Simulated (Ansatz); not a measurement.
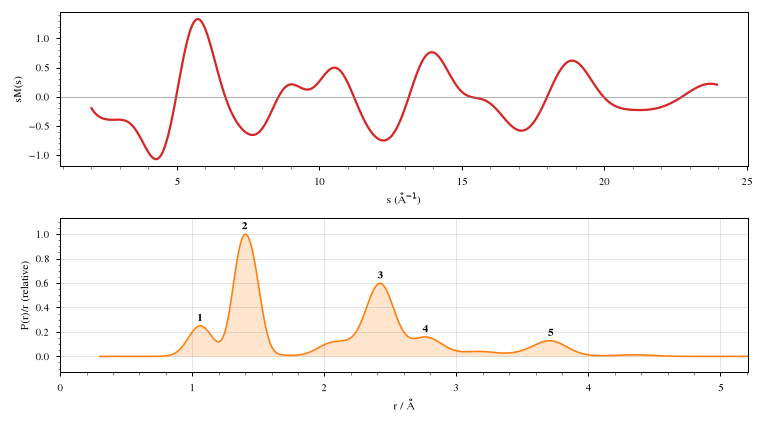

Simulated gas electron diffraction: reduced molecular intensity sM(s) from the Debye equation in the first Born approximation (top) and the radial distribution curve (bottom) of C2H5FN2. Each pair of atoms contributes with weight ZᵢZⱼ/r; damping constant 0.001 Å²; vibrational amplitudes assumed, not computed: 0.05 Å for bonds, 0.078 Å for bonds to H, 0.06 + 0.015 r up to 0.15 Å for other pairs. The geometry is the end point of an optimisation (RKS PBE0-D4/STO-3G in Ansatz); it may be a saddle point or a higher isomer.

> Which pairs of atoms lie under the numbered peaks? Mark bonded pairs by – and others by ···.

Peak 1, 1.06 Å: N–H 1.05–1.06 Å (×4), C–H 1.09 Å
Peak 2, 1.40 Å: C–C 1.35 Å, F–C 1.37 Å, N–C 1.45–1.47 Å (×2), not resolved
Peak 3, 2.42 Å: F···C 2.40 Å, N···C 2.42–2.43 Å (×2), F···N 2.43 Å; in its flanks C···H 1.98–2.15 Å
Peak 4, 2.76 Å: F···H 2.72–2.83 Å (×2), N···N 2.77 Å, C···H 2.96 Å, not resolved
Peak 5, 3.71 Å: N···H 3.45–3.73 Å (×3), F···N 3.71 Å, F···H 3.76 Å, not resolved
